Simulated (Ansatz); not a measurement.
Two G0W0 runs on SiO2 (P3_221).

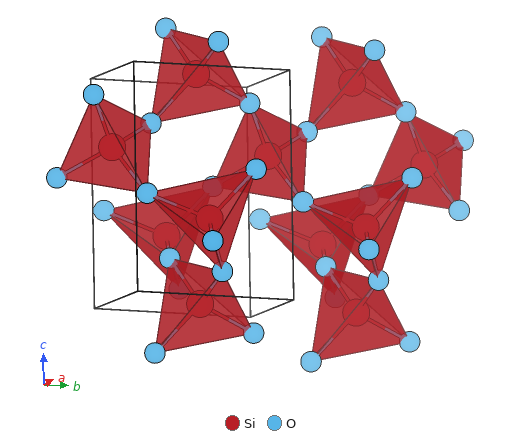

The structure (silicon red, oxygen blue). 1×2×1 cells are drawn. Some periodic images of atoms are drawn too.

It takes space group P3_221 (No. 154, trigonal). Conventional cell: a = 4.916 Å, b = 4.916 Å, c = 5.408 Å, α = 90.00°, β = 90.00°, γ = 120.00°. Nearest to Si lie 4 O at 1.61 Å. Nearest to O lie 2 Si at 1.61 Å. Farther neighbours and most contacts between anions are not listed.

```xyz
9
Lattice="4.9164 0.0000 0.0000 -2.4582 4.2577 0.0000 0.0000 0.0000 5.4084" Properties=species:S:1:pos:R:3 pbc="T T T"
Si    2.3094    0.0000    3.6056
Si   -1.1547    2.0000    1.8028
Si    1.3035    2.2577    0.0000
O     1.3754    1.1393    4.2487
O     3.2420    0.6215    2.4459
O     2.7571    2.4970    0.6431
O     0.2990    1.7607    1.1597
O    -1.0828    3.1184    2.9625
O     0.7839    3.6362    4.7653
```

The cell and positions come from the Crystallography Open Database and are kept as given unless a step says otherwise.

The first (Ansatz 0.2.0; start PBE, 3×3×2 mesh, 288 empty bands, screening to 108 eV, PAW set soft_1 files; 1 × NVIDIA H100 80GB HBM3 (shared by 6 runs) with 3 threads of AMD EPYC 7R13 (Zen 3), shared host) gave, on its mesh: starting gap 5.99 eV, G0W0 gap 8.82 eV, RPA ε∞ (mean) 2.36, 15 s.

**Question.** The second changes mesh from 3×3×2 to 6×6×4 and frequency model from contour deformation to plasmon pole. What does it give?

It gave: starting gap 5.99 eV, G0W0 gap 8.78 eV, RPA ε∞ (mean) 2.36, 1.8 min. The G0W0 gap moves by −0.04 eV, +0.00 eV from the start and −0.04 eV from the correction. Σc changes by +0.01 eV at the valence top and +0.05 eV at the conduction bottom, and Σx − Vxc between them by −0.08 eV.

Limits: not at the basis limit; coarse k mesh.

[Paths, hosts, dates, memory and timing lines, banners, echoed tables and standing remarks are left out of the program output.]

[Logs are printed without paths, hosts, clocks, repeated set-up lines and the standing remarks that a program may print on its own settings, such as how far it seeks lower states.]

[Runs of the session that timed out or met a known fault of the program may be left out.]

[Cells called generated may have been cut or substituted from an entry of the Crystallography Open Database or the Materials Project.]

[Hosts, paths, dates, database ids (printed as entryN), source tags and the programs' standing remarks are cut or masked in the printed files.]
